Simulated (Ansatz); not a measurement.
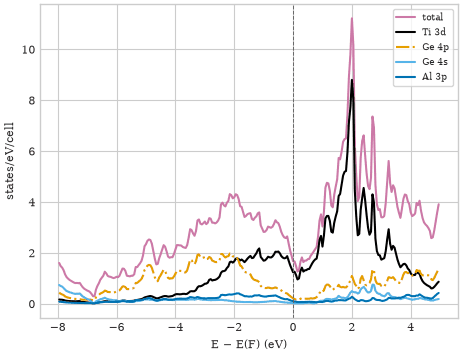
Fig. 1. Total and projected density of states of Ti₂AlGe₃ in space group Amm2 (No. 38; Pearson symbol oS12), r²SCAN (plane waves, PAW; program Ansatz)

Q: Which orbitals carry the states next to the Fermi level?

A: Within 0.5 eV of the Fermi level: Ti 3d 72 %, Ge 4p 15 %, Al 3p 6 %. Projections are on Löwdin-orthogonalised atomic valence shells; empty p or d shells of many metals are not among them.

Q: Where is the tallest occupied peak in this window, and what makes it?

A: Near -2.1 eV, about 4.3 states/eV per cell; the largest projected share is Ge 4p.

The first step of the workflow began from a Materials Project structure, measured or hypothetical; the Crystallography Open Database copy checked does not list it. With Al and Ge taken as one species the cell has the higher symmetry Cmcm, so it may be an ordered model of a mixed-site phase. Whether it is the stable phase at ambient conditions was not checked. The r²SCAN relaxation kept the symmetry of its start; whether a distortion lowers the energy is not shown. No spin polarisation was allowed. Scalar-relativistic: spin–orbit coupling is off unless named, which matters more the heavier the elements.

Potentials: the later of the program's two PAW sets.
